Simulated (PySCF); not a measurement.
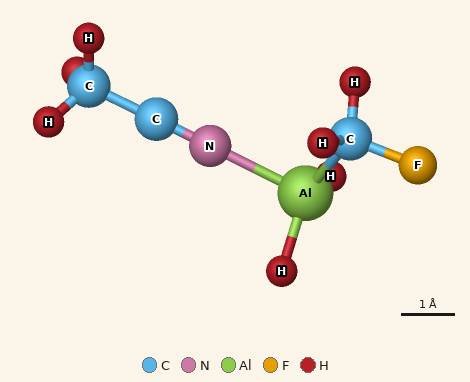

Fig. 1: The input geometry (ball-and-stick view, seen at a tilt). Sticks mark near contacts.

**NMR shielding calculation, with input and output: C$_{3}$H$_{7}$AlFN**

C$_{3}$H$_{7}$AlFN, SMILES CC#[N+][AlH2-][CH2]F, computed with GIAO BLYP/pcSseg-1 NMR shielding, non-relativistic, gas phase (PySCF 2.14.0).

The geometry comes from this level: PBE0-D3(BJ)/def2-SVP. Figures and captions count atoms from 1; the log counts them from 0 in places.

### Input
```
{"job": {"kind": "nmr", "xc": "BLYP", "basis": "pcSseg-1", "pop": false}, "charge": 0, "multiplicity": 1}
C      2.968251     0.115840    -0.123280
C      1.566067    -0.153498    -0.346743
N      0.451118    -0.376283    -0.531228
Al    -1.514131    -0.813753    -0.848907
C     -2.364132     0.691843     0.164571
F     -3.750740     0.548185     0.043420
H      3.434183     0.456318    -1.059235
H      3.470153    -0.801121     0.218053
H      3.081769     0.895802     0.643288
H     -1.570071    -2.264371    -0.170737
H     -1.554215    -0.711828    -2.447332
H     -2.118490     0.700115     1.244697
H     -2.093785     1.695659    -0.217766
```

The first line tells a small driver script what to run in PySCF; the rest is the geometry in Å.

Machine: 1 CPU thread, shared host.

Launch command:
```bash
OMP_NUM_THREADS=1 python <driver script> task.json out
```

### The program's output
```
coarse grid: 11376 points
cycle   1  E = -515.2616025371  dE =  2.884e-01  |g| = 6.783e-01  |ddm| = 3.169e+00
cycle   2  E = -514.7829040982  dE =  4.787e-01  |g| = 1.615e+00  |ddm| = 1.992e+00
cycle   3  E = -515.3421440824  dE = -5.592e-01  |g| = 3.075e-01  |ddm| = 1.625e+00
cycle   4  E = -515.3603909335  dE = -1.825e-02  |g| = 1.625e-01  |ddm| = 2.695e-01
cycle   5  E = -515.3651764659  dE = -4.786e-03  |g| = 6.794e-02  |ddm| = 1.374e-01
cycle   6  E = -515.3660774412  dE = -9.010e-04  |g| = 1.215e-02  |ddm| = 4.547e-02
cycle   7  E = -515.3661138747  dE = -3.643e-05  |g| = 4.025e-03  |ddm| = 1.297e-02
cycle   8  E = -515.3661164773  dE = -2.603e-06  |g| = 1.323e-03  |ddm| = 2.983e-03
final grid: 105720 points
cycle   9  E = -515.4250941626  dE = -1.973e-05  |g| = 9.667e-03  |ddm| = 2.115e-02
cycle  10  E = -515.4250508669  dE =  4.330e-05  |g| = 1.799e-02  |ddm| = 1.661e-02
cycle  11  E = -515.4251115751  dE = -6.071e-05  |g| = 3.599e-03  |ddm| = 1.086e-02
cycle  12  E = -515.4251140207  dE = -2.446e-06  |g| = 1.136e-03  |ddm| = 2.294e-03
cycle  13  E = -515.4251142770  dE = -2.563e-07  |g| = 2.185e-04  |ddm| = 7.174e-04
cycle  14  E = -515.4251142870  dE = -9.998e-09  |g| = 2.169e-05  |ddm| = 1.429e-04
cycle  15  E = -515.4251142871  dE = -8.004e-11  |g| = 1.198e-05  |ddm| = 2.687e-05
```

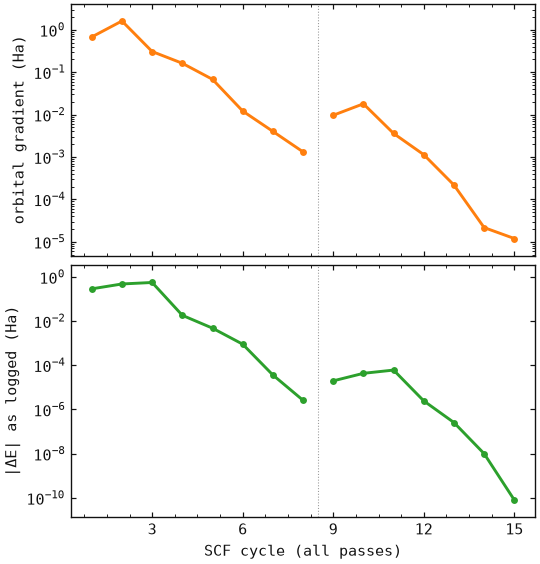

Fig. 2: Convergence of the self-consistent field: orbital gradient and size of the energy change against the SCF cycle. The dotted line marks the change from a coarse to the final integration grid. The first 8 cycles use a coarse grid, the final grid takes over at cycle 9, and the field converges after 15 cycles in all.

```
converged SCF energy = -515.4251142871

GIAO shielding tensors (ppm)
atom      isotropic    diamagn.    paramagn.     s11        s22        s33       span
  0 C      174.636     249.315     -74.679    165.894    166.002    192.011     26.117
  1 C       51.141     269.679    -218.539    -50.260    -48.841    252.523    302.784
  2 N       17.600     336.076    -318.476   -132.057   -130.074    314.932    446.989
  3 Al     432.396     795.538    -363.141    393.112    433.737    470.339     77.227
  4 C       91.310     248.882    -157.572     29.979     63.685    180.265    150.286
  5 F      473.905     466.901       7.005    423.784    460.048    537.884    114.101
  6 H       29.154      26.072       3.082     24.701     27.231     35.530     10.828
  7 H       29.136      26.461       2.675     24.683     27.205     35.519     10.836
  8 H       29.200      28.740       0.460     24.667     27.482     35.450     10.784
  9 H       27.359      29.343      -1.984     24.655     26.163     31.258      6.604
 10 H       27.370      29.071      -1.701     24.678     26.149     31.283      6.605
 11 H       26.704      31.283      -4.579     22.601     25.983     31.527      8.925
 12 H       26.711      30.891      -4.180     22.607     25.991     31.534      8.927
```

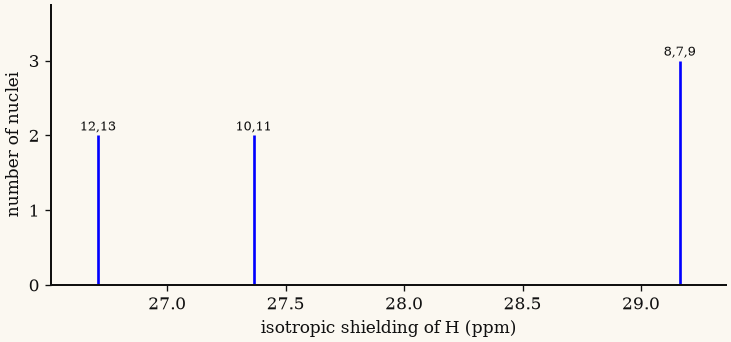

Fig. 3: Isotropic shieldings of the hydrogen nuclei in this fixed geometry, labelled by atom number; shielding grows to the right, so chemical shift grows to the left. The least shielded is H12 (26.7 ppm), the most shielded H9 (29.2 ppm).

### Results in brief

```tsv
quantity	value
outcome	converged
total energy	−515.425114 hartree
HOMO	−5.10 eV
LUMO	−1.98 eV
dipole moment	9.86 D
isotropic shielding, C	51.1 to 174.6 ppm
isotropic shielding, N	17.6 ppm
isotropic shielding, Al	432.4 ppm
isotropic shielding, F	473.9 ppm
isotropic shielding, H	26.7 to 29.2 ppm
wall time	27 s
peak memory	0.72 GiB
```
